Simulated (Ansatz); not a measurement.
# Calculations on BH4F

**1. Relaxation**

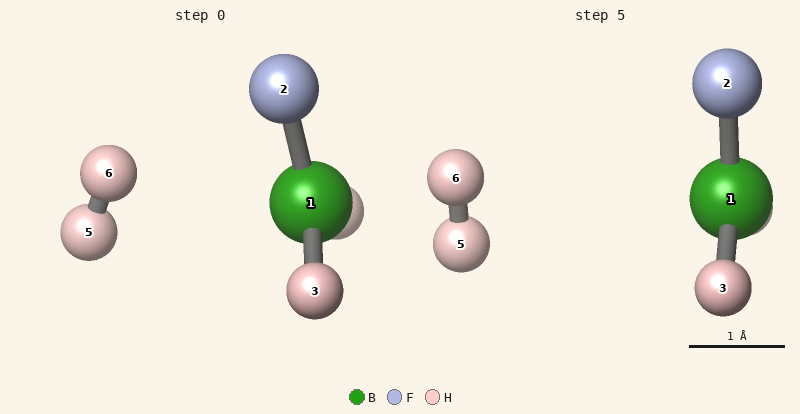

The structure of BH$_{4}$F before (left) and after (right) a relaxation, at one scale.

A ball-and-stick model, seen at a tilt.

The run prepares an end point of a later path (reaction) calculation, from a guessed geometry.

Theory: Ansatz, RKS B3LYP/def2-SVP. Set-up: no spin polarisation; force threshold 0.03 eV/Å; at most 50 steps.

**What changed between the two?**

The atom that moves furthest after the best rigid fit is an H atom (0.57 Å). By element the largest moves are H 0.57 Å, F 0.46 Å, B 0.22 Å. Near-neighbour distances that change, for instance: H–H 0.718 → 0.761 Å, B–F 1.324 → 1.319 Å. The energy falls by 3.55 kcal/mol in 5 geometry steps. Largest force component: 1.3 eV/Å at the start, 0.024 eV/Å at the end. Cost: 4.8 s on 1 thread of Intel(R) Xeon(R) 6975P-C (Granite Rapids) (shared host), peak memory 0.11 GiB.

**2. Relaxation**

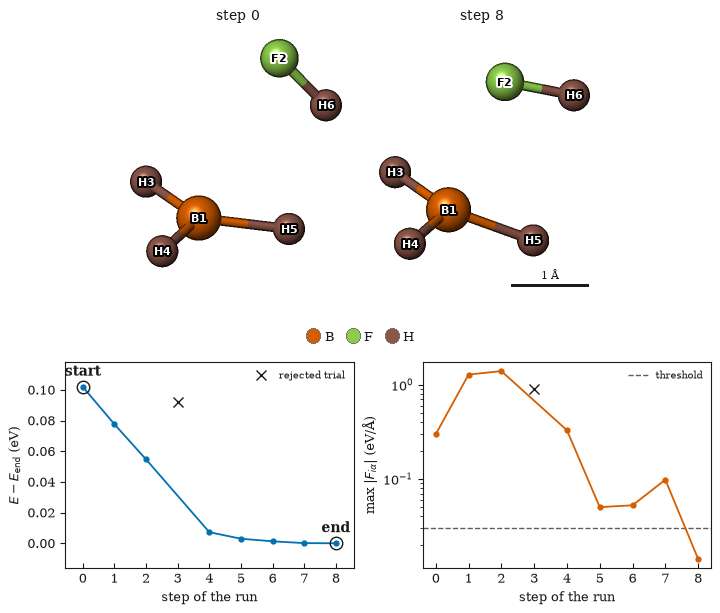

First and last geometry of a relaxation of BH4F, with the history of the run. A ball-and-stick model, seen from a free direction.

The run prepares an end point of a later path (reaction) calculation, from a guessed geometry.

Theory: RKS B3LYP/def2-SVP (Ansatz 0.2.0).

Input
```yaml
crystal:
  periodic: [false, false, false]
  atoms:
    - { symbol: B, position_ang: [0.022058, -0.377894, -0.393508] }
    - { symbol: F, position_ang: [0.013448, -0.026687, 2.095327] }
    - { symbol: H, position_ang: [1.056667, 0.158191, -0.684958] }
    - { symbol: H, position_ang: [-1.039235, 0.124161, -0.647482] }
    - { symbol: H, position_ang: [0.052201, -1.487285, 0.06168] }
    - { symbol: H, position_ang: [0.006261, -0.916385, 1.833142] }
basis:
  gaussian: { orbitals: def2-SVP }
hamiltonian:
  xc: b3lyp
relax:
  f_tol: 0.03
  max_steps: 50
```

Run as
```bash
ansatz run input.yaml --threads 1 --pin off --max-ram 2048MiB --backend cpu --events-out ev --progress --plain --runs-dir out
```

Q: What do the curves and the structures tell?

A: It converged. The energy falls by 0.102 eV in 7 accepted moves (8 points after the start). The largest force component goes from 0.3 to 0.014 eV/Å. The line search rejected the trial step at point 3 of the run. The atom that moves furthest after the best rigid fit is F2 (0.41 Å). By element the largest moves are F 0.41 Å, H 0.16 Å, B 0.14 Å. Among the contacts that change: B1–F2 2.514 → 1.974 Å, B1–H5 1.200 → 1.213 Å, F2–H6 0.928 → 0.932 Å.

| step | E − E(0), eV | largest force component, eV/Å | note |
| --- | --- | --- | --- |
| 0 | 0.0000 | 0.2988 |  |
| 1 | -0.0244 | 1.2863 |  |
| 2 | -0.0473 | 1.3983 |  |
| 3 | -0.0101 | 0.9040 | rejected |
| 4 | -0.0948 | 0.3291 |  |
| 5 | -0.0990 | 0.0501 |  |
| 6 | -0.1007 | 0.0525 |  |
| 7 | -0.1019 | 0.0982 |  |
| 8 | -0.1020 | 0.0141 |  |

**3. Path**

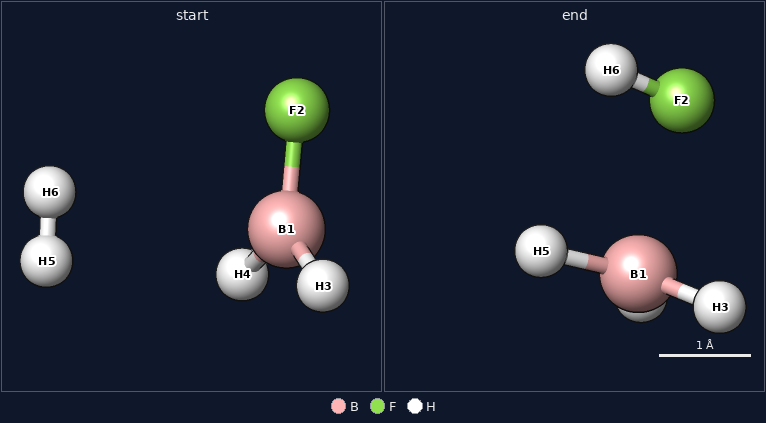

The two relaxed end points of a path for BH4F, made up at the start of BH$_{2}$F and H2. Style: ball-and-stick. Shown at a tilt.

Method: Ansatz 0.2.0, RKS B3LYP/def2-SVP.

Settings: 7 movable images; climbing image; force threshold 0.05 eV/Å; iteration limit 60.

Start:
```xyz
6

B    -0.0103    0.4735    0.0236
F    -0.0225    0.9924    1.2366
H     1.0612    0.2922   -0.5014
H    -1.0718    0.2258   -0.4944
H     0.0799   -2.3877    0.6434
H     0.0750   -2.1221    1.3565
```

End:
```xyz
6

B     0.0141   -0.3512   -0.2513
F     0.0116   -0.0554    1.7002
H     1.0376    0.2267   -0.5143
H    -1.0446    0.1629   -0.5075
H     0.0515   -1.5565   -0.1166
H     0.0413   -0.9523    1.9538
```

Predict the minimum-energy path and its barrier.

Answer. Forward barrier 165.6 kJ/mol, backward barrier 38.2 kJ/mol, with image 6 at the top; the reaction energy is +127.5 kJ/mol. Breaking: B1–F2 (1.32 → 1.64 at the top → 1.97 Å), H5–H6 (0.76 → 1.07 at the top → 2.16 Å). Forming: B1–H5 (2.93 → 1.32 at the top → 1.21 Å), F2–H6 (3.12 → 1.14 at the top → 0.93 Å). The band converged in 12 iterations. The largest component of the band force went from 4 to 0.023 eV/Å. The climbing image converged on the top of the path. Its vibrational analysis gives one imaginary mode (1142i cm⁻¹), as a transition state must have.

Energies of the converged images:

```
image  path (Å)  E (kJ/mol)
    0      0.00         0.0
    1      0.35         1.0
    2      0.69         4.7
    3      1.04        15.6
    4      1.38        44.2
    5      1.73       109.8
    6      2.08       165.6
    7      2.54       135.2
    8      3.00       127.5
```

The geometry at the top of the path:

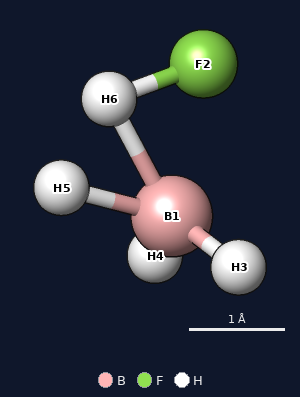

Limits of the set-up: the start holds two separate molecules, 2.9 Å apart at their closest, whose relative position is a soft coordinate and is computed without a dispersion correction.

Cost: 55 s on 1 thread of Intel(R) Xeon(R) 6975P-C (Granite Rapids) (shared host), peak memory 0.094 GiB.
